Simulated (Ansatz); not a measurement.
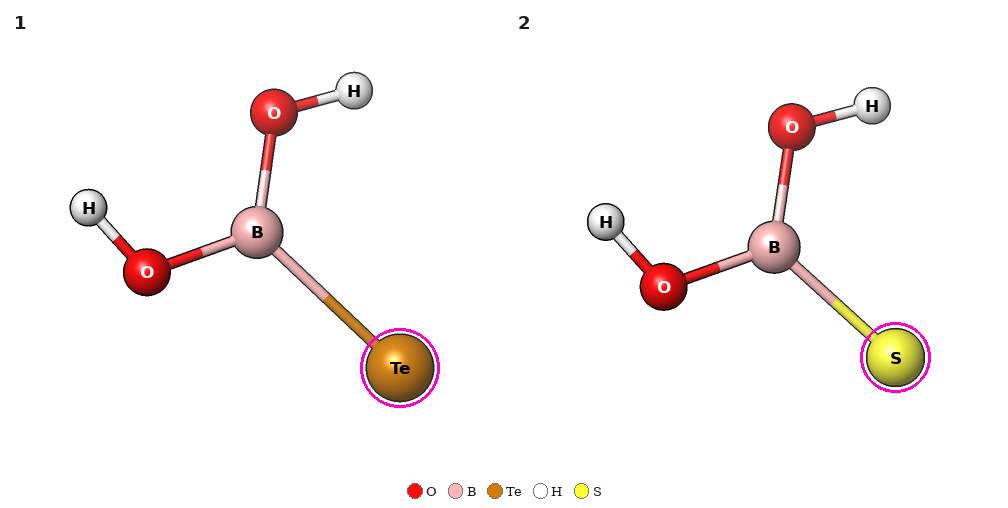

2 molecules with one skeleton, seen from the same side and at one scale; the atom that differs is circled. Each species is neutral and a spin doublet. Computed geometries: PBE0-D4/def2-TZVP optimisations, one conformation each. Properties computed with Ansatz 0.2.0. Elements past Kr carry core potentials.

One atom differs, called X below: Te in panel 1, S in panel 2. Their formulas are BH2O2Te (`OB(O)[Te]`), BH2O2S (`OB(O)[S]`).

### In which is the dipole moment larger (PBE0-D4/def2-TZVP)?

In panel 2 (X = S).

### In which is the length of X–B larger (PBE0-D4/def2-TZVP)?

In panel 1 (X = Te).

Give the values. With PBE0-D4/def2-TZVP: length of X–B (Å), smallest angle O–B–X (°), largest angle O–B–X (°), dipole moment (D), harmonic zero-point energy (kJ/mol).

```
                           quantity  1 (Te)  2 (S)   2 − 1
                  length of X–B (Å)   2.184  1.820  −0.364
           smallest angle O–B–X (°)   116.9  118.3    +1.4
            largest angle O–B–X (°)   123.3  121.8    −1.5
                  dipole moment (D)    1.75   1.83   +0.08
harmonic zero-point energy (kJ/mol)    89.0   91.0    +2.0
```
